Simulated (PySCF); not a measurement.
## C₅H₁₀FOSi: EPR calculation

C₅H₁₀FOSi, multiplicity 2, SMILES CC[Si@@]1(F)C[CH]OC1, computed with UKS B3LYP, pcH-1 on C F H O Si, non-relativistic, mean-field spin-orbit, GIAO (PySCF 2.14.0).

It belongs to a series of runs on one base structure; here: H removed from sp3 C.

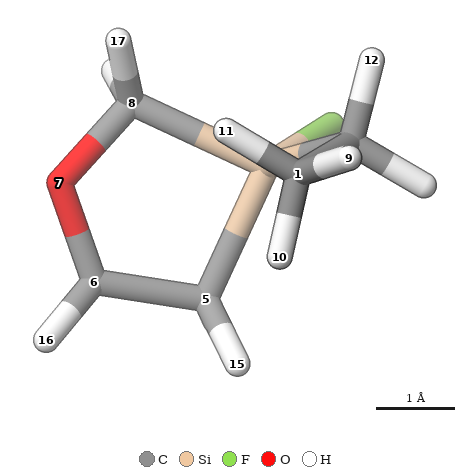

Fig. 1: The input geometry (stick view, seen at a tilt; atoms are numbered from 1 in the order of the input).

## The input
```
{"job": {"kind": "epr", "basis": "pcH-1"}, "charge": 0, "multiplicity": 2}
C      1.905070    -0.746993     0.860642
C      1.626242    -0.526617    -0.625448
Si    -0.113963     0.137592    -0.982777
F     -0.241101     0.371265    -2.590404
C     -1.643761    -0.751530    -0.272248
C     -2.076398     0.147412     0.828621
O     -1.479460     1.372148     0.977309
C     -0.632721     1.753400    -0.091911
H      2.919177    -1.112267     1.007620
H      1.215845    -1.475690     1.280024
H      1.792813     0.180566     1.416278
H      2.362513     0.171194    -1.028315
H      1.772456    -1.465323    -1.161696
H     -2.413893    -0.827859    -1.050204
H     -1.486155    -1.765654     0.098749
H     -2.502541    -0.210185     1.748158
H      0.173052     2.343530     0.347688
H     -1.185934     2.411327    -0.773741
```

The first line tells a small driver script what to run in PySCF; the rest is the geometry in Å.

Launched with:
```bash
OMP_NUM_THREADS=1 python <driver script> task.json out
```

## The program's output
```
UKS, coarse grid
  cycle   1  E = -661.02505611  |g| = 6.08e-01
  cycle   2  E = -660.87258207  |g| = 9.25e-01
  cycle   3  E = -661.15570265  |g| = 1.15e-01
  cycle   4  E = -661.16013211  |g| = 4.40e-02
  cycle   5  E = -661.16093131  |g| = 1.06e-02
  cycle   6  E = -661.16096243  |g| = 5.35e-03
  cycle   7  E = -661.16097348  |g| = 1.12e-03
  cycle   8  E = -661.16097318  |g| = 5.22e-04
UKS, final grid
  cycle   1  E = -661.16093513  |g| = 6.16e-04
  cycle   2  E = -661.16093501  |g| = 8.37e-04
  cycle   3  E = -661.16093531  |g| = 8.90e-05
  cycle   4  E = -661.16093531  |g| = 2.57e-05
E = -661.16093531 Eh   <S^2> = 0.7537 (exact 0.7500)
g shifts (ppm)      1          2          3
  rmc          -196       -196       -196
  gc             -8         14         19
  oz_so         221       1300       2342
  total          18       1118       2166
hyperfine (MHz)  atom isotope    a_iso     a_fc   dipolar eigenvalues
    0   13C       0.10       0.10     -0.27     -0.25      0.52
    1   13C      -0.37      -0.37     -0.34     -0.11      0.45
    2  29Si      -8.02      -8.08     -5.81      2.04      3.77
    3   19F       0.97       0.94     -3.00     -1.64      4.63
    4   13C     -25.68     -25.70     -2.66     -0.59      3.25
    5   13C     139.88     139.89    -75.07    -74.13    149.20
    6   17O     -28.65     -28.72    -72.68     34.71     37.97
    7   13C      -5.48      -5.49     -1.74     -0.96      2.69
    8    1H       0.12       0.12     -0.54     -0.54      1.08
    9    1H       0.17       0.17     -1.40     -1.30      2.70
   10    1H       0.02       0.02     -1.24     -1.15      2.39
   11    1H       2.44       2.44     -0.70     -0.65      1.34
   12    1H       2.09       2.09     -0.82     -0.74      1.56
   13    1H     128.96     128.96     -5.54     -4.45      9.98
   14    1H      49.46      49.46     -4.56     -3.37      7.94
   15    1H     -42.03     -42.06    -34.60     -1.30     35.90
   16    1H       1.06       1.05     -3.07     -2.73      5.81
   17    1H      13.64      13.64     -3.68     -2.72      6.40
```

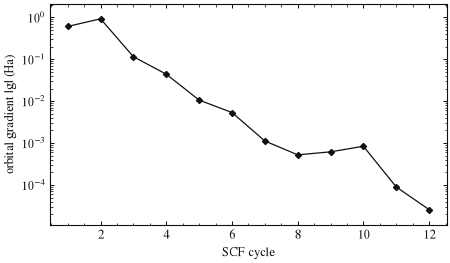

Fig. 2: Convergence of the self-consistent field: orbital gradient |g| against the SCF cycle. All cycles printed in the log are drawn one after another.

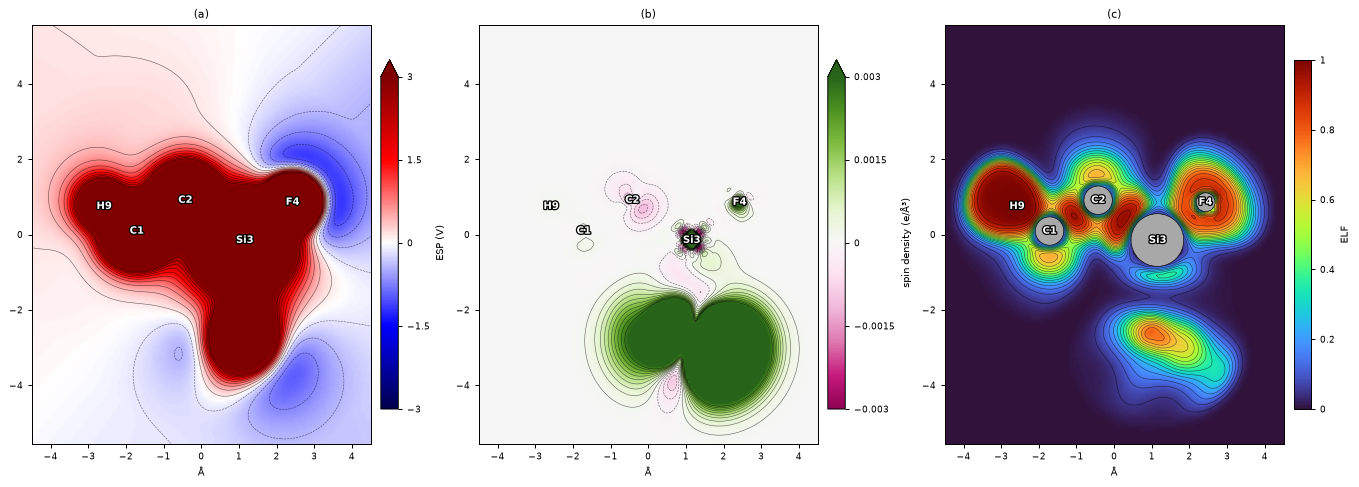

Fig. 3: (a) electrostatic potential; (b) spin density (α minus β); (c) electron localisation function on the plane of atoms C1, C2 and Si3. Grey discs, where drawn, cover atomic cores. Atoms in the plane: C, Si, F and H. Si–F (1.63 Å): the ELF peaks at about 0.85 between the atoms. C–Si (1.90 Å): the ELF peaks at about 0.95 between the atoms (a covalent bond). C–H (1.09 Å): the ELF climbs to about 1 towards the hydrogen, as it does in any bond to H (a covalent bond by its length). C–C (1.53 Å): the ELF peaks at about 0.95 between the atoms (a shared electron pair). The unpaired spin (1 electron) lies mostly on C6 (about 0.6) and O7 (about 0.2), in electrons by Hirshfeld's partition.

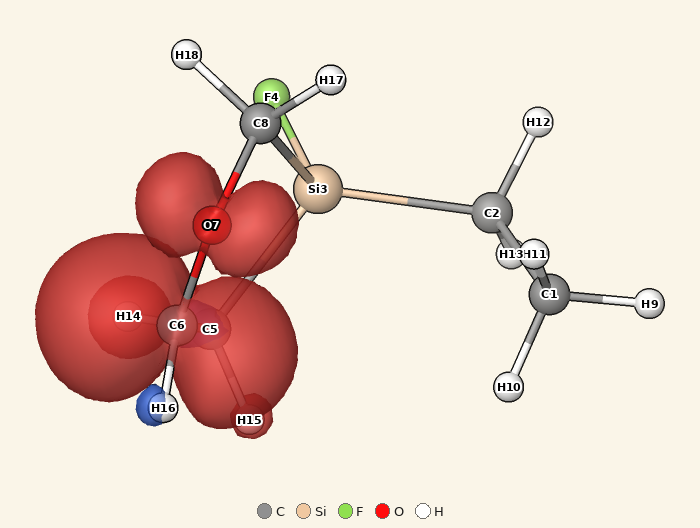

Fig. 4: Isosurfaces of the spin density (α minus β) at +0.03 (red) and −0.03 e/Å³ (blue), seen at a tilt. The unpaired spin (1 electron) lies mostly on C6 (about 0.6) and O7 (about 0.2), in electrons by Hirshfeld's partition.

## Results in brief

| quantity | value |
| --- | --- |
| outcome | converged |
| total energy | −661.160935 hartree |
| ⟨S²⟩ | 0.754 |
| isotropic g | 2.0034 |
| hardware | 1 CPU thread, shared host |
| wall time | 2.7 min |
| peak memory | 0.97 GiB |
